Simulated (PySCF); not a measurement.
# [Gd(PH3)2]3+: other functionals and bases at one geometry

How far do other levels of theory move the description of [Gd(PH3)2]3+, and what does each cost? The species was built from a template and needn't be a known compound.

Program: PySCF 2.14.0. Level of theory: several levels, as the steps say, no spin–orbit coupling. These are calculated values, not measurements.

4 further runs of the same task are left out: 2 for a known fault of the program, 1 that didn't finish, 1 set aside as unsound or not needed.

## 1. The starting structure

9 atoms, charge 3, spin multiplicity 1.

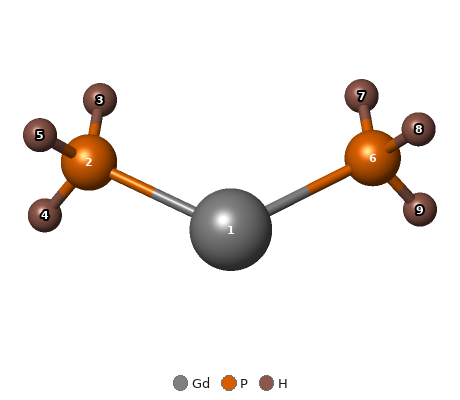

The geometry (gadolinium grey, phosphorus orange, hydrogen brown); atoms are numbered from 1 in the order of the file.

As a file:

```xyz
9

Gd   -1.4091   -0.0334    0.0000
P     0.1904    0.0045    2.5059
H     1.5980    0.0069    2.3104
H    -0.0788    1.1448    3.3128
H    -0.0707   -1.1153    3.3435
P     0.1904    0.0045   -2.5059
H     1.5980    0.0069   -2.3104
H    -0.0707   -1.1153   -3.3435
H    -0.0788    1.1448   -3.3128
```

Formal oxidation states: Gd +3. Each metal's 7 4f electrons lie in its core potential, so multiplicities, spins and levels count the valence alone. An earlier session relaxed this geometry at TPSS, Gd lcecp-1-SVP with ECP53, P def2-SVP, H def2-SVP (singlet, point group Cs).

At TPSS on the finer grid: E = -720.852886 Eh, HOMO -21.39 eV, LUMO -18.13 eV, Mulliken charge on Gd1 +1.91 e, largest force component 0.004 eV/Å. 

Levels to run: PBE0; BP86; HF; r2SCAN; TPSS, TZVP; PBE0, SVP. Hardware: 2 threads of Arm Neoverse V1, shared host.

## 2. PBE0

Contents of run.py (the lines that set the calculation):

```python
mol = gto.M(atom='''
Gd    -1.40907    -0.03343     0.00000
P      0.19042     0.00453     2.50591
H      1.59804     0.00691     2.31038
H     -0.07882     1.14484     3.31284
H     -0.07065    -1.11527     3.34350
P      0.19042     0.00453    -2.50591
H      1.59804     0.00691    -2.31038
H     -0.07065    -1.11527    -3.34350
H     -0.07882     1.14484    -3.31284''',
    basis={'Gd': 'lcecp-1-SVP', 'P': 'def2-SVP', 'H': 'def2-SVP'},
    ecp={'Gd': 'lcecp-1-SVP'},
    charge=3, spin=0)
mf = dft.RKS(mol, xc='PBE0')
mf.grids.atom_grid = (75, 302)  # f atoms: unpruned, at least (60, 302)
mf = mf.density_fit()  # fitting sets: Gd AutoAux, P def2-universal-JKFIT, H def2-universal-JKFIT
mf.conv_tol = 1e-08; mf.max_cycle = 55
mf.kernel(dm0)  # dm0: the density of the relaxed state
```

On the command line:

```console
> OMP_NUM_THREADS=2 python run.py
```

Standard output:

```text
init E= -720.508709745872
  HOMO = -0.820331237865042  LUMO = -0.635285806912501  gap/eV = 5.03534
cycle= 1 E= -720.510086936955  delta_E= -0.00138  |g|= 0.0214  |ddm|= 0.122
  HOMO = -0.818744178883729  LUMO = -0.640077812610748  gap/eV = 4.86176
cycle= 2 E= -720.510090734995  delta_E= -3.8e-06  |g|= 0.0196  |ddm|= 0.0721
  HOMO = -0.820443593595538  LUMO = -0.637848804870051  gap/eV = 4.96866
cycle= 3 E= -720.510235095379  delta_E= -0.000144  |g|= 0.00167  |ddm|= 0.038
  HOMO = -0.820524488403374  LUMO = -0.638424170435676  gap/eV = 4.95520
cycle= 4 E= -720.510236529992  delta_E= -1.43e-06  |g|= 0.000388  |ddm|= 0.00507
  HOMO = -0.820447912080452  LUMO = -0.638321749543371  gap/eV = 4.95591
cycle= 5 E= -720.510236606704  delta_E= -7.67e-08  |g|= 6.83e-05  |ddm|= 0.000722
  HOMO = -0.820456909688326  LUMO = -0.638330904851335  gap/eV = 4.95590
cycle= 6 E= -720.510236609359  delta_E= -2.65e-09  |g|= 1.6e-05  |ddm|= 0.000234
  HOMO = -0.820457935610252  LUMO = -0.638334081680479  gap/eV = 4.95584
Extra cycle  E= -720.510236609471  delta_E= -1.12e-10  |g|= 9.49e-06  |ddm|= 5.85e-05
converged SCF energy = -720.510236609471
```

It took 8.3 s on 2 threads of Arm Neoverse V1, shared host.

It gives: E = -720.510237 Eh, HOMO -22.33 eV, LUMO -17.37 eV, Mulliken charge on Gd1 +1.92 e, largest force component 0.160 eV/Å. 

## 3. BP86

Changes to run.py (the lines that set the calculation) since step 2:

```diff
@@ -13,3 +13,3 @@
     charge=3, spin=0)
-mf = dft.RKS(mol, xc='PBE0')
+mf = dft.RKS(mol, xc='B88,P86')
 mf.grids.atom_grid = (75, 302)  # f atoms: unpruned, at least (60, 302)
```

On the command line:

```console
> OMP_NUM_THREADS=2 python run.py
```

Standard output:

```text
init E= -720.905669008678
  HOMO = -0.785809948395905  LUMO = -0.677995849090841  gap/eV = 2.93377
cycle= 1 E= -720.906727894269  delta_E= -0.00106  |g|= 0.0319  |ddm|= 0.204
  HOMO = -0.781411006920588  LUMO = -0.663657719850925  gap/eV = 3.20423
cycle= 2 E= -720.906073117063  delta_E= 0.000655  |g|= 0.0456  |ddm|= 0.17
  HOMO = -0.783964519511308  LUMO = -0.673338025467048  gap/eV = 3.01030
cycle= 3 E= -720.907305565555  delta_E= -0.00123  |g|= 0.00914  |ddm|= 0.115
  HOMO = -0.784604250869219  LUMO = -0.672944446333519  gap/eV = 3.03842
cycle= 4 E= -720.907336994724  delta_E= -3.14e-05  |g|= 0.00139  |ddm|= 0.0173
  HOMO = -0.784445713864399  LUMO = -0.673006201523006  gap/eV = 3.03242
cycle= 5 E= -720.907337824964  delta_E= -8.3e-07  |g|= 0.000269  |ddm|= 0.00312
  HOMO = -0.78444755662597  LUMO = -0.672977733007301  gap/eV = 3.03325
cycle= 6 E= -720.907337857553  delta_E= -3.26e-08  |g|= 3.5e-05  |ddm|= 0.000465
  HOMO = -0.784447222420341  LUMO = -0.672975474147626  gap/eV = 3.03330
cycle= 7 E= -720.907337858039  delta_E= -4.86e-10  |g|= 1.02e-05  |ddm|= 6.38e-05
  HOMO = -0.784447743839291  LUMO = -0.672975052785241  gap/eV = 3.03333
Extra cycle  E= -720.907337858019  delta_E= 2.01e-11  |g|= 1.18e-05  |ddm|= 3.12e-05
converged SCF energy = -720.907337858019
```

It took 7.3 s on 2 threads of Arm Neoverse V1, shared host.

Read off: E = -720.907338 Eh, HOMO -21.35 eV, LUMO -18.31 eV, Mulliken charge on Gd1 +1.83 e, largest force component 0.310 eV/Å. 

## 4. HF

Changes to run.py (the lines that set the calculation) since step 3:

```diff
@@ -13,4 +13,3 @@
     charge=3, spin=0)
-mf = dft.RKS(mol, xc='B88,P86')
-mf.grids.atom_grid = (75, 302)  # f atoms: unpruned, at least (60, 302)
+mf = scf.RHF(mol)
 mf = mf.density_fit()  # fitting sets: Gd AutoAux, P def2-universal-JKFIT, H def2-universal-JKFIT
```

On the command line:

```console
> OMP_NUM_THREADS=2 python run.py
```

Standard output:

```text
init E= -719.083765641144
  HOMO = -0.892351403682587  LUMO = -0.496822943082884  gap/eV = 10.76288
cycle= 1 E= -719.108166324212  delta_E= -0.0244  |g|= 0.0531  |ddm|= 0.444
  HOMO = -0.905570256060798  LUMO = -0.51816007453073  gap/eV = 10.54197
cycle= 2 E= -719.109681409455  delta_E= -0.00152  |g|= 0.0147  |ddm|= 0.11
  HOMO = -0.906979949141454  LUMO = -0.517368256769954  gap/eV = 10.60187
cycle= 3 E= -719.109874960044  delta_E= -0.000194  |g|= 0.00377  |ddm|= 0.0407
  HOMO = -0.907113980093534  LUMO = -0.51867354311989  gap/eV = 10.57000
cycle= 4 E= -719.109889026823  delta_E= -1.41e-05  |g|= 0.00104  |ddm|= 0.015
  HOMO = -0.907175898813058  LUMO = -0.518660060486291  gap/eV = 10.57205
cycle= 5 E= -719.109890685119  delta_E= -1.66e-06  |g|= 0.000254  |ddm|= 0.0058
  HOMO = -0.907126849038215  LUMO = -0.518635358731171  gap/eV = 10.57139
cycle= 6 E= -719.109890794566  delta_E= -1.09e-07  |g|= 6.3e-05  |ddm|= 0.00153
  HOMO = -0.907134372599806  LUMO = -0.518645278460402  gap/eV = 10.57133
cycle= 7 E= -719.10989080116  delta_E= -6.59e-09  |g|= 1.42e-05  |ddm|= 0.000351
  HOMO = -0.907131846167511  LUMO = -0.518644957680874  gap/eV = 10.57127
Extra cycle  E= -719.109890801364  delta_E= -2.04e-10  |g|= 6e-06  |ddm|= 3.72e-05
converged SCF energy = -719.109890801364
```

Run time: 2.2 s. Hardware: 2 threads of Arm Neoverse V1, shared host.

It gives: E = -719.109891 Eh, HOMO -24.68 eV, LUMO -14.11 eV, Mulliken charge on Gd1 +2.13 e, largest force component 0.638 eV/Å. 

## 5. r2SCAN

Changes to run.py (the lines that set the calculation) since step 4:

```diff
@@ -13,3 +13,4 @@
     charge=3, spin=0)
-mf = scf.RHF(mol)
+mf = dft.RKS(mol, xc='R2SCAN')
+mf.grids.atom_grid = (75, 302)  # f atoms: unpruned, at least (60, 302)
 mf = mf.density_fit()  # fitting sets: Gd AutoAux, P def2-universal-JKFIT, H def2-universal-JKFIT
```

On the command line:

```console
> OMP_NUM_THREADS=2 python run.py
```

Standard output:

```text
init E= -720.740243040655
  HOMO = -0.789342382338475  LUMO = -0.656888022782076  gap/eV = 3.60427
cycle= 1 E= -720.741511993747  delta_E= -0.00127  |g|= 0.0143  |ddm|= 0.124
  HOMO = -0.787806168850455  LUMO = -0.656004577826362  gap/eV = 3.58650
cycle= 2 E= -720.741519033896  delta_E= -7.04e-06  |g|= 0.013  |ddm|= 0.0357
  HOMO = -0.789495893148307  LUMO = -0.656799086731513  gap/eV = 3.61086
cycle= 3 E= -720.74157552466  delta_E= -5.65e-05  |g|= 0.00133  |ddm|= 0.0185
  HOMO = -0.789379228337464  LUMO = -0.657031695448402  gap/eV = 3.60136
cycle= 4 E= -720.741576092779  delta_E= -5.68e-07  |g|= 0.000729  |ddm|= 0.00415
  HOMO = -0.789336413417843  LUMO = -0.656866249557894  gap/eV = 3.60470
cycle= 5 E= -720.74157639314  delta_E= -3e-07  |g|= 7.21e-05  |ddm|= 0.00166
  HOMO = -0.789329712046635  LUMO = -0.656859055083567  gap/eV = 3.60471
cycle= 6 E= -720.741576394758  delta_E= -1.62e-09  |g|= 2.08e-05  |ddm|= 0.000128
  HOMO = -0.789329728248248  LUMO = -0.656855875482608  gap/eV = 3.60480
Extra cycle  E= -720.741576394695  delta_E= 6.34e-11  |g|= 2.36e-05  |ddm|= 7.2e-05
converged SCF energy = -720.741576394695
```

It took 9.5 s on 2 threads of Arm Neoverse V1, shared host.

It gives: E = -720.741576 Eh, HOMO -21.48 eV, LUMO -17.87 eV, Mulliken charge on Gd1 +1.94 e, largest force component 0.168 eV/Å. 

## 6. TPSS, TZVP

Basis: Gd lcecp-1-TZVP with ECP53, P def2-TZVP, H def2-TZVP. 

Changes to run.py (the lines that set the calculation) since step 5:

```diff
@@ -10,6 +10,6 @@
 H     -0.07882     1.14484    -3.31284''',
-    basis={'Gd': 'lcecp-1-SVP', 'P': 'def2-SVP', 'H': 'def2-SVP'},
-    ecp={'Gd': 'lcecp-1-SVP'},
+    basis={'Gd': 'lcecp-1-TZVP', 'P': 'def2-TZVP', 'H': 'def2-TZVP'},
+    ecp={'Gd': 'lcecp-1-TZVP'},
     charge=3, spin=0)
-mf = dft.RKS(mol, xc='R2SCAN')
+mf = dft.RKS(mol, xc='TPSS')
 mf.grids.atom_grid = (75, 302)  # f atoms: unpruned, at least (60, 302)
@@ -17,2 +17,2 @@
 mf.conv_tol = 1e-08; mf.max_cycle = 55
-mf.kernel(dm0)  # dm0: the density of the relaxed state
+mf.kernel(dm0)  # dm0: free metal ions and neutral atoms
```

On the command line:

```console
> OMP_NUM_THREADS=2 python run.py
```

Standard output:

```text
init E= -698.384702952484
  HOMO = -1.06560173874235  LUMO = -0.725287935916657  gap/eV = 9.26041
cycle= 1 E= -719.58599082382  delta_E= -21.2  |g|= 3.41  |ddm|= 3.04
  HOMO = -0.684661755306816  LUMO = -0.671853842195651  gap/eV = 0.34852
cycle= 2 E= -702.69365091626  delta_E= 16.9  |g|= 5.75  |ddm|= 7.23
  HOMO = -0.702134430367687  LUMO = -0.545616934643851  gap/eV = 4.25906
cycle= 3 E= -720.00929450768  delta_E= -17.3  |g|=  1.7  |ddm|= 7.18
  HOMO = -0.797895560876869  LUMO = -0.681113087684663  gap/eV = 3.17781
cycle= 4 E= -721.045464230292  delta_E= -1.04  |g|= 0.367  |ddm|= 2.73
  HOMO = -0.765316550333304  LUMO = -0.667203046768133  gap/eV = 2.66980
cycle= 5 E= -721.081508275577  delta_E= -0.036  |g|= 0.184  |ddm|= 0.456
  HOMO = -0.781841406193802  LUMO = -0.665674601446348  gap/eV = 3.16106
cycle= 6 E= -721.093208585496  delta_E= -0.0117  |g|= 0.0216  |ddm|= 0.199
  HOMO = -0.780024951012397  LUMO = -0.661356524526911  gap/eV = 3.22913
cycle= 7 E= -721.093367018323  delta_E= -0.000158  |g|= 0.00827  |ddm|= 0.0314
  HOMO = -0.780350885251278  LUMO = -0.662460444638893  gap/eV = 3.20796
cycle= 8 E= -721.093391432362  delta_E= -2.44e-05  |g|= 0.00141  |ddm|= 0.011
  HOMO = -0.78040572769554  LUMO = -0.6626459682814  gap/eV = 3.20441
cycle= 9 E= -721.093392024617  delta_E= -5.92e-07  |g|= 0.000237  |ddm|= 0.00157
  HOMO = -0.780407358748396  LUMO = -0.66265284047428  gap/eV = 3.20426
cycle= 10 E= -721.093392036714  delta_E= -1.21e-08  |g|= 0.000129  |ddm|= 0.000304
  HOMO = -0.780401642770421  LUMO = -0.662646319545346  gap/eV = 3.20429
cycle= 11 E= -721.093392043297  delta_E= -6.58e-09  |g|= 1.78e-05  |ddm|= 0.000119
  HOMO = -0.780406670049993  LUMO = -0.662653249539444  gap/eV = 3.20423
Extra cycle  E= -721.093392043246  delta_E= 5.04e-11  |g|= 2.06e-05  |ddm|= 4.46e-05
converged SCF energy = -721.093392043246
```

It took 29 s on 2 threads of Arm Neoverse V1, shared host.

Read off: E = -721.093392 Eh, HOMO -21.24 eV, LUMO -18.03 eV, Mulliken charge on Gd1 +1.98 e, largest force component 0.207 eV/Å. 

## 7. PBE0, SVP

Basis: Gd def2-SVP with ECP28, P def2-SVP, H def2-SVP. The 4f electrons are now in the valence.

Contents of run.py (the lines that set the calculation):

```python
mol = gto.M(atom='''
Gd    -1.40907    -0.03343     0.00000
P      0.19042     0.00453     2.50591
H      1.59804     0.00691     2.31038
H     -0.07882     1.14484     3.31284
H     -0.07065    -1.11527     3.34350
P      0.19042     0.00453    -2.50591
H      1.59804     0.00691    -2.31038
H     -0.07065    -1.11527    -3.34350
H     -0.07882     1.14484    -3.31284''',
    basis={'Gd': 'def2-SVP', 'P': 'def2-SVP', 'H': 'def2-SVP'},
    ecp={'Gd': 'def2-SVP'},
    charge=3, spin=7)
mf = dft.UKS(mol, xc='PBE0')
mf.grids.atom_grid = (75, 302)  # f atoms: unpruned, at least (60, 302)
mf = mf.density_fit()  # fitting sets: Gd def2-universal-JKFIT, P def2-universal-JKFIT, H def2-universal-JKFIT
mf.conv_tol = 1e-08; mf.max_cycle = 55
mf.kernel(dm0)  # dm0: free metal ions and neutral atoms
```

On the command line:

```console
> OMP_NUM_THREADS=2 python run.py
```

Standard output:

```text
init E= -1449.81043713313
cycle= 1 E= -1428.62602081082  delta_E= 21.2  |g|= 10.4  |ddm|= 3.43
cycle= 2 E= -1080.44748921519  delta_E=  348  |g|= 15.6  |ddm|= 15.3
cycle= 3 E= -1303.52046895445  delta_E= -223  |g|= 30.7  |ddm|= 20.3
cycle= 4 E= -1293.70736181909  delta_E= 9.81  |g|= 29.2  |ddm|= 1.66
cycle= 5 E= -1292.59283774992  delta_E= 1.11  |g|= 29.2  |ddm|= 0.307
cycle= 6 E= -1293.07404946613  delta_E= -0.481  |g|= 29.2  |ddm|= 0.251
cycle= 7 E= -1298.03426892521  delta_E= -4.96  |g|= 28.8  |ddm|= 1.22
cycle= 8 E= -1298.72508810972  delta_E= -0.691  |g|= 28.9  |ddm|= 0.434
cycle= 9 E= -1298.58992331647  delta_E= 0.135  |g|= 28.9  |ddm|= 0.132
cycle= 10 E= -1298.64233461074  delta_E= -0.0524  |g|= 28.9  |ddm|= 0.0337
cycle= 11 E= -1299.39046772628  delta_E= -0.748  |g|= 28.8  |ddm|= 0.25
cycle= 12 E= -791.79450705594  delta_E=  508  |g|= 40.6  |ddm|= 28.6
cycle= 13 E= -713.832906357394  delta_E=   78  |g|= 5.99  |ddm|=   56
cycle= 14 E= -621.585456354758  delta_E= 92.2  |g|= 48.3  |ddm|=  100
cycle= 15 E= -622.089255143181  delta_E= -0.504  |g|= 48.2  |ddm|= 0.218
cycle= 16 E= -622.219800137041  delta_E= -0.131  |g|= 48.1  |ddm|= 0.145
cycle= 17 E= -620.034542061336  delta_E= 2.19  |g|= 48.7  |ddm|= 1.33
cycle= 18 E= -619.364874377514  delta_E= 0.67  |g|= 48.9  |ddm|= 0.734
cycle= 19 E= -619.596903132225  delta_E= -0.232  |g|= 48.8  |ddm|= 0.31
cycle= 20 E= -619.486179006008  delta_E= 0.111  |g|= 48.9  |ddm|= 0.12
cycle= 21 E= -619.023282518024  delta_E= 0.463  |g|=   49  |ddm|= 0.223
...
cycle= 35 E= -611.719726888189  delta_E= 89.2  |g|= 51.5  |ddm|= 98.4
cycle= 36 E= -612.145134650228  delta_E= -0.425  |g|= 51.4  |ddm|= 0.17
cycle= 37 E= -611.977098175702  delta_E= 0.168  |g|= 51.4  |ddm|= 0.0696
cycle= 38 E= -612.288156462737  delta_E= -0.311  |g|= 51.3  |ddm|= 0.119
cycle= 39 E= -611.709685090565  delta_E= 0.578  |g|= 51.5  |ddm|= 0.219
cycle= 40 E= -611.746461455358  delta_E= -0.0368  |g|= 51.5  |ddm|= 0.0308
cycle= 41 E= -611.757430445576  delta_E= -0.011  |g|= 51.5  |ddm|= 0.0335
cycle= 42 E= -611.527090135229  delta_E= 0.23  |g|= 51.6  |ddm|= 0.094
cycle= 43 E= -611.632071295965  delta_E= -0.105  |g|= 51.5  |ddm|= 0.061
cycle= 44 E= -611.369889085676  delta_E= 0.262  |g|= 51.6  |ddm|= 0.097
cycle= 45 E= -700.950428405777  delta_E= -89.6  |g|= 5.57  |ddm|= 98.4
cycle= 46 E= -611.415546523461  delta_E= 89.5  |g|= 51.6  |ddm|= 98.4
cycle= 47 E= -611.351091050833  delta_E= 0.0645  |g|= 51.6  |ddm|= 0.0475
cycle= 48 E= -611.373727382964  delta_E= -0.0226  |g|= 51.6  |ddm|= 0.0199
cycle= 49 E= -611.25928268356  delta_E= 0.114  |g|= 51.7  |ddm|= 0.0449
cycle= 50 E= -611.299030638143  delta_E= -0.0397  |g|= 51.6  |ddm|= 0.0164
cycle= 51 E= -611.297499443208  delta_E= 0.00153  |g|= 51.6  |ddm|= 0.0107
cycle= 52 E= -611.171315759067  delta_E= 0.126  |g|= 51.7  |ddm|= 0.0639
cycle= 53 E= -611.315870175821  delta_E= -0.145  |g|= 51.6  |ddm|= 0.0569
cycle= 54 E= -611.16309891188  delta_E= 0.153  |g|= 51.7  |ddm|= 0.0643
cycle= 55 E= -611.349233555829  delta_E= -0.186  |g|= 51.6  |ddm|= 0.065
SCF not converged.
```

Run time: 3.5 min. Hardware: 2 threads of Arm Neoverse V1, shared host.

The SCF didn't converge.

## 8. All levels side by side

| level | state | HOMO (eV) | gap (eV) | charge on Gd1 (e) | dipole (D) | largest force (eV/Å) | basis functions | time |
| --- | --- | --- | --- | --- | --- | --- | --- | --- |
| TPSS (relaxed here) | singlet | -21.39 | 3.26 | 1.91 | 2.24 | 0.00 | 99 | 64 s |
| PBE0 | singlet | -22.33 | 4.96 | 1.92 | 2.13 | 0.16 | 99 | 8.3 s |
| BP86 | singlet | -21.35 | 3.03 | 1.83 | 2.54 | 0.31 | 99 | 7.3 s |
| HF | singlet | -24.68 | 10.57 | 2.13 | 0.98 | 0.64 | 99 | 2.2 s |
| r2SCAN | singlet | -21.48 | 3.60 | 1.94 | 2.17 | 0.17 | 99 | 9.5 s |
| TPSS, TZVP | singlet | -21.24 | 3.20 | 1.98 | 2.33 | 0.21 | 157 | 29 s |

Times are on 2 threads of Arm Neoverse V1, shared host; the first row also made further properties. The dipole of a charged species depends on the origin, so these sizes hold for this origin alone.

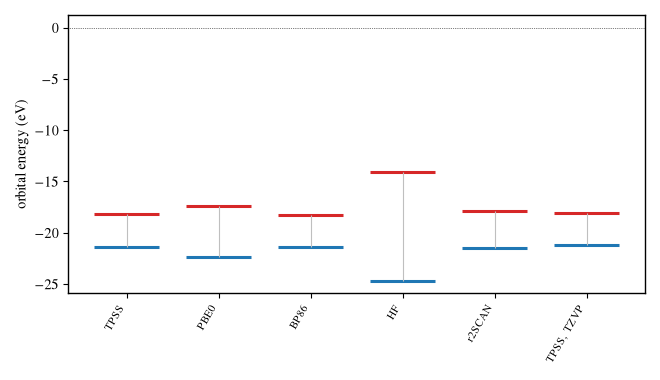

Highest filled and lowest empty level, method by method.

In one basis the HOMO–LUMO gap runs from 3.03 eV (BP86) to 10.57 eV (HF). The largest leftover force, 0.64 eV/Å with HF, stands at a geometry relaxed at another level. The Mulliken charge on Gd spans +1.83 to +2.13 e over the levels. With 4f in the core, its levels are missing from HOMO and gap. Total energies of different levels can't be compared. Spin–orbit coupling is left out throughout.
